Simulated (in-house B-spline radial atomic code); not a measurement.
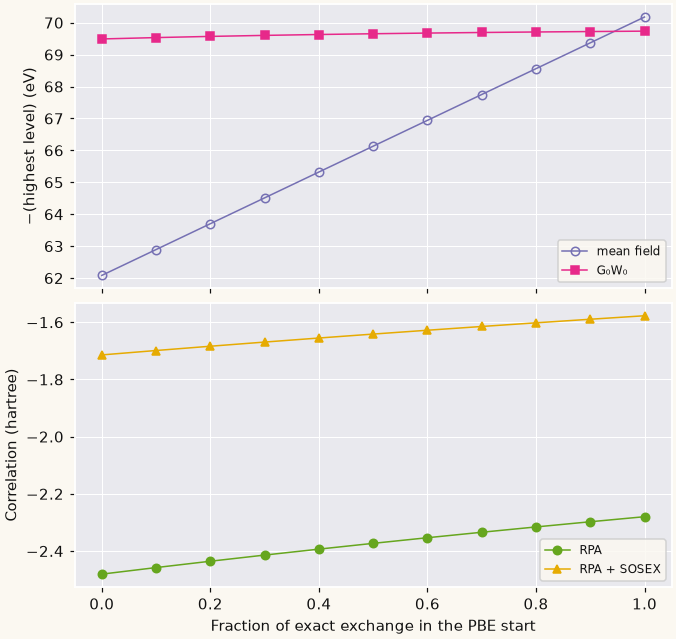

G₀W₀ and RPA for Rb⁴⁺ ([Ar] 3d¹⁰ 4s² 4p³) as exact exchange is mixed into the PBE start. All-electron spherical atom, scalar X2C, no spin-orbit coupling, Breit or QED terms; computed with a B-spline radial code.

Where does the G₀W₀ correction vanish, and how does the correlation energy move?

Answer. The mean-field binding energy of 4p↑ runs from 62.08 eV at fraction 0 to 70.18 eV at 1, the G₀W₀ value only from 69.49 to 69.74 eV. The correction vanishes near a fraction of 0.94. The RPA correlation energy goes from −2.48 to −2.28 hartree, and with SOSEX from −1.71 to −1.58.
